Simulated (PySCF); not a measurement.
HfO···H₂O···H₂O···H₂O (charge +2)

Input file:

```
mol = gto.M(atom='''
Hf     0.16238    -0.00000    -0.00000
O      1.88617    -0.00000    -0.00000
O     -0.01282     2.23967    -0.00000
H      0.15298     2.82041     0.77159
H      0.15298     2.82041    -0.77159
O     -2.29424    -0.00000    -0.00000
H     -2.90139     0.00000     0.76441
H     -2.90139    -0.00000    -0.76441
O     -0.01282    -2.23967     0.00000
H      0.15298    -2.82041     0.77159
H      0.15298    -2.82041    -0.77159''',
    basis={'Hf': 'def2-SVP', 'O': 'def2-SVP', 'H': 'def2-SVP'},
    ecp={'Hf': 'def2-SVP'},
    charge=2, spin=0)
mf = dft.RKS(mol, xc='R2SCAN')
mf.grids.atom_grid = (75, 302)  # f atoms: at least (60, 302), unpruned
mf = mf.density_fit()  # Hf def2-universal-JKFIT, O def2-universal-JKFIT, H def2-universal-JKFIT
mf.conv_tol = 1e-09; mf.max_cycle = 55
mf.kernel(dm0)
```

Launched as:

```sh
OMP_NUM_THREADS=2 python run.py
```

Core potentials replace the inner electrons of Hf.

All numbers below come from RKS r2SCAN, Hf def2-SVP with ECP60, O def2-SVP, H def2-SVP; non-relativistic Hamiltonian with scalar-relativistic core potentials where named; density fitting (PySCF).

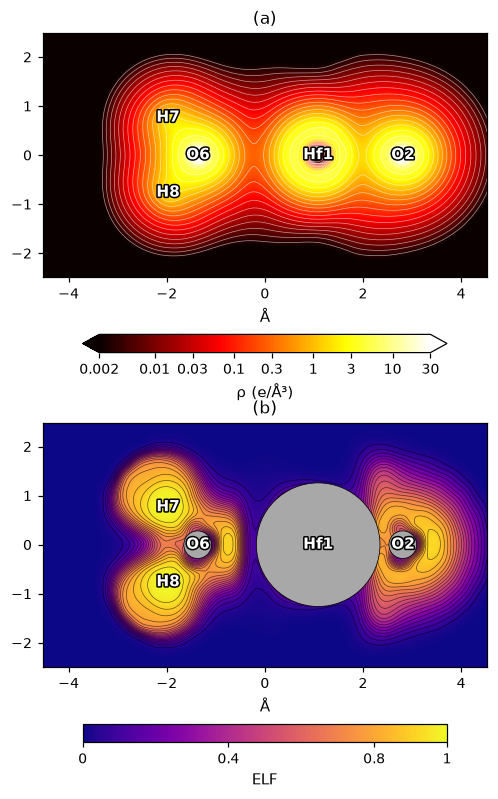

Figure 1. (a) electron density; (b) ELF on the plane of atoms H7, O6 and H8. Grey discs cover the atomic cores in the ELF map.

> What do the fields say about this system?

- The plane passes through Hf, O and H nuclei.
- Hf–O (1.72 Å): the density is about 1.6 e/Å³ at the midpoint; the ELF is about 0.45 at the midpoint.
- O–H (0.98 Å): the density is about 3.6 e/Å³ at the midpoint; the ELF climbs to about 1 towards the hydrogen, as it does in any bond to H (an ordinary covalent bond to hydrogen).

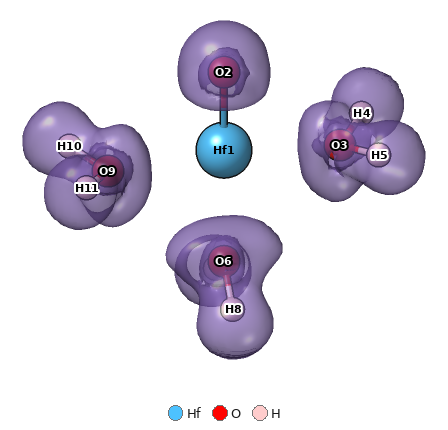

Figure 2. Isosurface of the ELF at 0.75 (purple), seen at a tilt. Core shells and regions of very low density are left out.

> Where are the electrons localised?

The surface consists of one region wrapped around O (its valence shell) and three joined regions spread over several atoms (H, O), in which their bonds and any lone pairs are merged.


Hf1···O3 (2.25 Å): the ELF dips to about 0.15 between them.

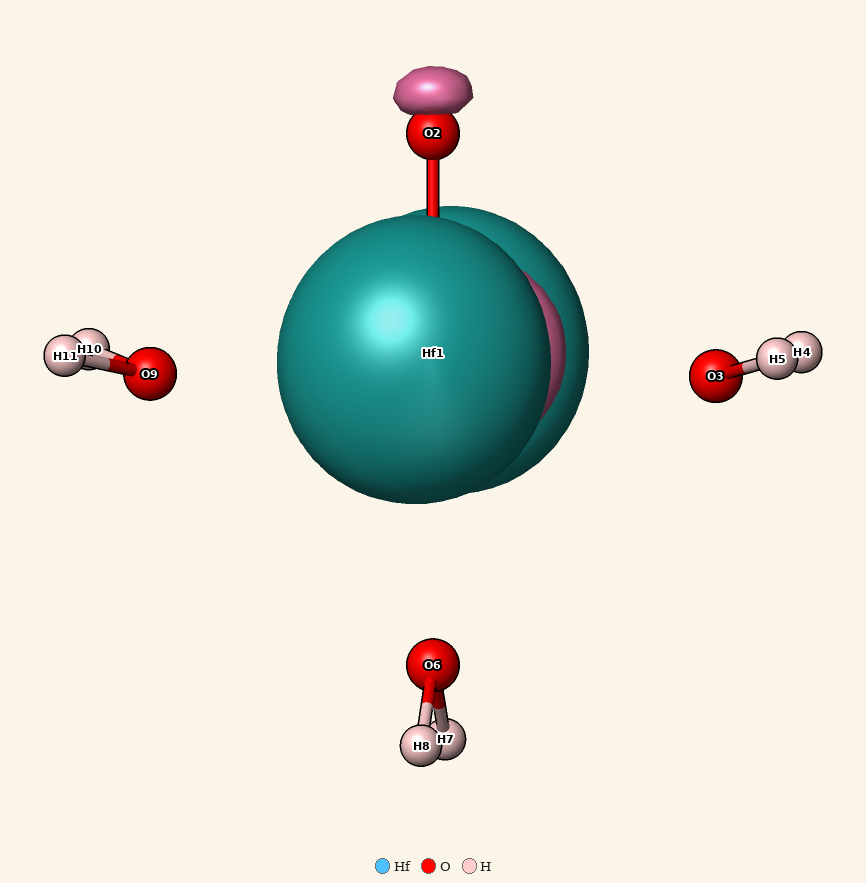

Figure 3. The LUMO at ±0.15 Å⁻³ᐟ² (teal and pink are the two phases), seen across its widest extent.

> What is the character of this orbital?

Its weight (Hirshfeld) is mainly on Hf1 (about 90 %). Its energy is −13.28 eV.
